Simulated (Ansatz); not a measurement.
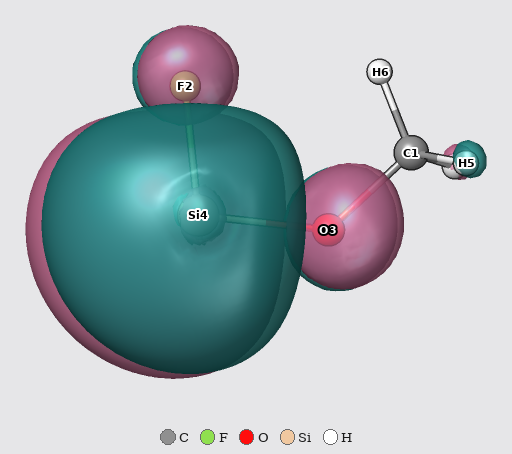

The picture shows: CH3FOSi (SMILES CO[Si]F). One frontier orbital at ±0.06 Å⁻³ᐟ² (teal and pink are the two phases), seen across its widest extent.

Geometry: B3LYP/6-31G*.

Computed with Ansatz, isolated molecule in a Gaussian basis; Kohn-Sham density functional theory, functional PBE0.

Input file:

```
crystal:
  periodic: [false, false, false]
  atoms:
    - {symbol: C, position_ang: [-1.947769, 1.363721, -1.555896]}
    - {symbol: F, position_ang: [-0.137477, -0.221224, 0.192455]}
    - {symbol: O, position_ang: [-1.455486, 0.090213, -1.976299]}
    - {symbol: Si, position_ang: [-0.453972, -0.984093, -1.219130]}
    - {symbol: H, position_ang: [-1.632241, 2.119931, -2.281656]}
    - {symbol: H, position_ang: [-1.572546, 1.629801, -0.563491]}
    - {symbol: H, position_ang: [-3.041659, 1.329247, -1.536720]}
basis:
  gaussian:
    orbitals: def2-TZVPD
hamiltonian:
  xc: pbe0
output: {forces: true, orbitals: {seedname: orbitals}}
```

Run with:

```sh
ansatz run input.yaml --threads 1 --pin off --max-ram 2610MiB --events-out events.jsonl --progress --plain --runs-dir runs
```

> Which orbital is it: HOMO or LUMO?

The LUMO, at −1.60 eV. By Hirshfeld shares it lies mainly on Si4 (about 85 %) and O3 (about 10 %).
